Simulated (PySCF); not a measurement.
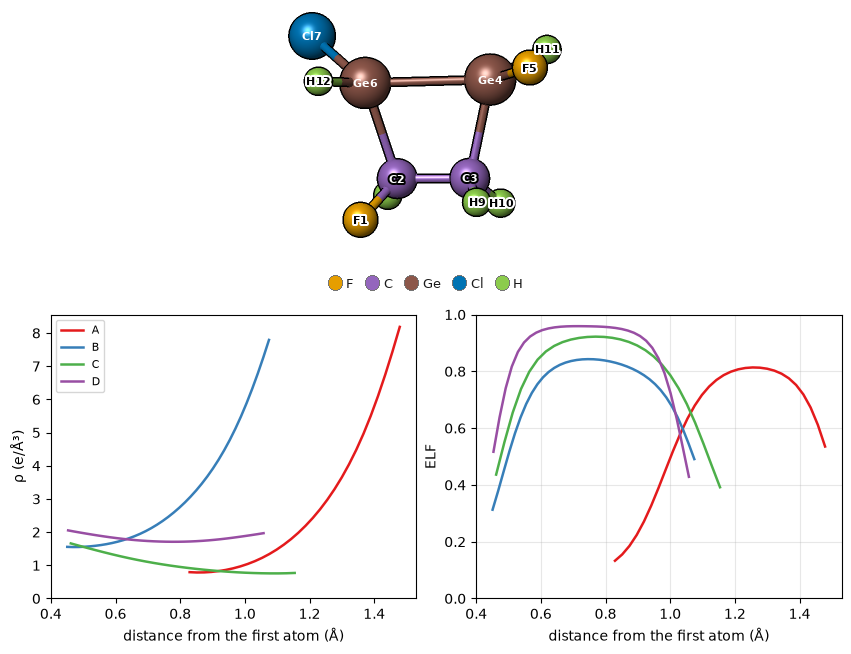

*C2H5ClF2Ge2. Electron density and electron localisation function along straight lines between neighbouring atoms. The curves leave out the atomic cores. The structure is drawn too.*

Geometry: GFN2-xTB.

Computed with PBE0/def2-SVPD, SCF density, gas phase in PySCF 2.14.0.

```csv
atom,x (Å),y (Å),z (Å)
F,-1.5681,-1.5549,0.7006
C,-0.9396,-0.7457,-0.2335
C,0.5295,-1.0705,-0.3745
Ge,1.4355,0.7512,-0.1098
F,2.7164,0.5710,1.1314
Ge,-0.9725,1.1791,0.5573
Cl,-2.2228,2.5607,-0.4482
H,-1.5046,-0.8628,-1.1617
H,0.8420,-1.7307,0.4347
H,0.7738,-1.5495,-1.3185
H,2.3736,1.2752,-1.2454
H,-1.4620,1.1761,2.0416
```

Which curve belongs to which contact (C–C, C–F, C–Ge and Ge–F)? The first atom named is at distance zero.

Curve A: Ge–F (1.79 Å): the density is about 0.8 e/Å³ at the midpoint; the ELF peaks at about 0.80 in the valence shell of F, 0.5 Å from its nucleus, and is about 0.20 at the midpoint. Curve B: C–F (1.39 Å): ρ at the midpoint is about 2 e/Å³, with its minimum of 1.6 e/Å³ about 0.5 Å from C; the ELF peaks at about 0.85 between the atoms (a shared but strongly polarised pair). Curve C: C–Ge (2.05 Å): ρ is about 0.77 e/Å³ halfway; the ELF peaks at about 0.90 in the valence shell of C, 0.8 Å from its nucleus, and is about 0.75 at the midpoint. Curve D: C–C (1.51 Å): ρ is about 1.7 e/Å³ halfway; the ELF peaks at about 0.95 between the atoms (localised, covalent bonding).
